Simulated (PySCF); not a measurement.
Molecule (SMILES): Cl[C]F (closed-shell singlet).
Geometry (B3LYP-D3(BJ)/def2-TZVP, fixed):
```xyz
3

F     -1.4677    -0.2909     0.0321
C     -0.5979     0.6705    -0.0192
Cl     0.9880    -0.0826    -0.0102
```
Charge 0, spin multiplicity 1.

Basis-set convergence of the lowest singlet excitation energy at PBE with PySCF. Tamm-Dancoff approximation; the state is taken by its order, and sets in which it differs in degeneracy or brightness are left out, yet its character can still change. All functions are spherical. Density fitting with generated auxiliary sets. No added dispersion term, no relativity. Reference: the value in aug-pcseg-3, 3.531 eV, itself unsure by roughly 0.007 eV (its mean distance from aug-cc-pV(Q+d)Z, aug-pcseg-2, aug-cc-pV(T+d)Z). Deviations are taken from unrounded values. Cost is core time over that of pcseg-1, rough, on shared machines of one kind; a dash marks a row that isn't timed (too short, read off another run, short of memory, by another algorithm or on other hardware).

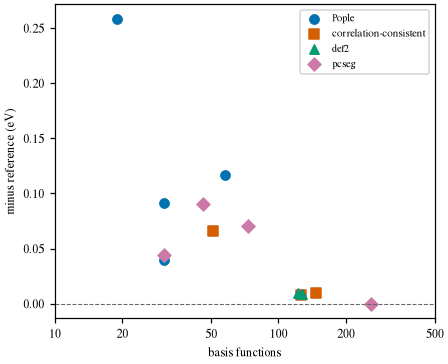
Figure: Deviation from the reference against the number of basis functions, by family of sets.

```tsv
basis	functions	lowest singlet excitation energy (eV)	minus reference (eV)	cost
STO-3G	19	3.790	0.258	-
3-21G	31	3.623	0.091	-
6-31G	31	3.571	0.040	-
pcseg-0	31	3.576	0.044	-
pcseg-1	46	3.622	0.090	1×
cc-pV(D+d)Z	51	3.598	0.066	1×
6-31+G*	58	3.649	0.117	-
aug-pcseg-1	73	3.602	0.070	2×
def2-TZVPD	123	3.541	0.009	4×
jun-cc-pV(T+d)Z	126	3.539	0.008	4×
def2-TZVPPD	128	3.540	0.009	3×
aug-cc-pV(T+d)Z	147	3.541	0.009	5×
aug-pcseg-3	259	3.531	0.000	10×
```
